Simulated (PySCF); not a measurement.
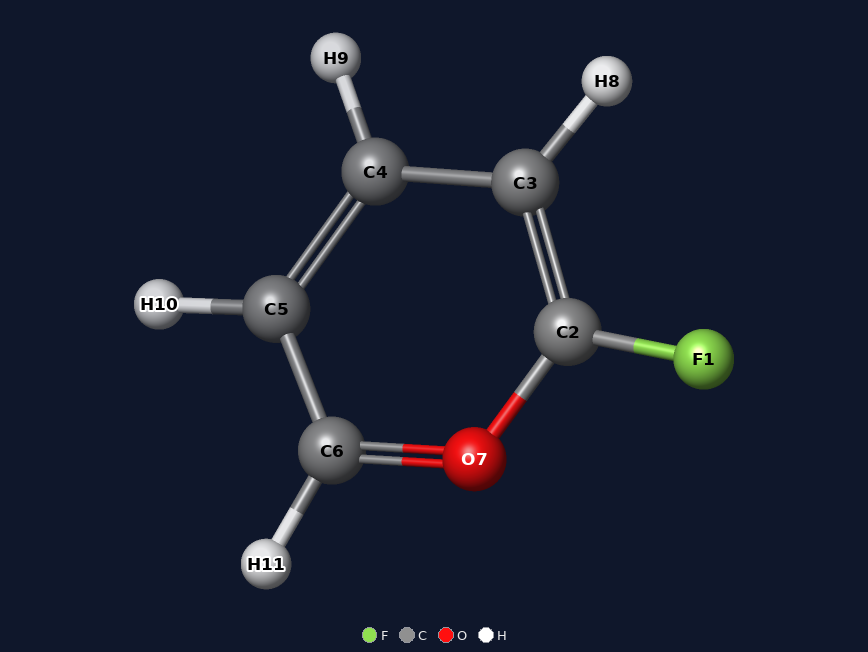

The species has charge +1 and is a spin singlet. Computed geometry: GFN2-xTB optimisation. No frequency run is at hand to confirm it as a minimum. Properties computed with B3LYP/pcJ-1 indirect spin-spin coupling, non-relativistic, gas phase (PySCF 2.14.0). Isotopes: 13C, 19F, 1H, 17O.

Give the spin–spin coupling constants of these pairs, with the number of bonds between them: F1/C2, F1/O7, F1/C3, F1/C4, F1/C6, F1/H8.

| pair | bonds apart | J (Hz) |
| --- | --- | --- |
| F1, C2 | 1 | −408.7 |
| F1, O7 | 2 | −10.2 |
| F1, C3 | 2 | 14.1 |
| F1, C4 | 3 | 15.4 |
| F1, C6 | 3 | −9.2 |
| F1, H8 | 3 | −2.6 |

Density functionals are unreliable for couplings to fluorine, so those rows may be far off.
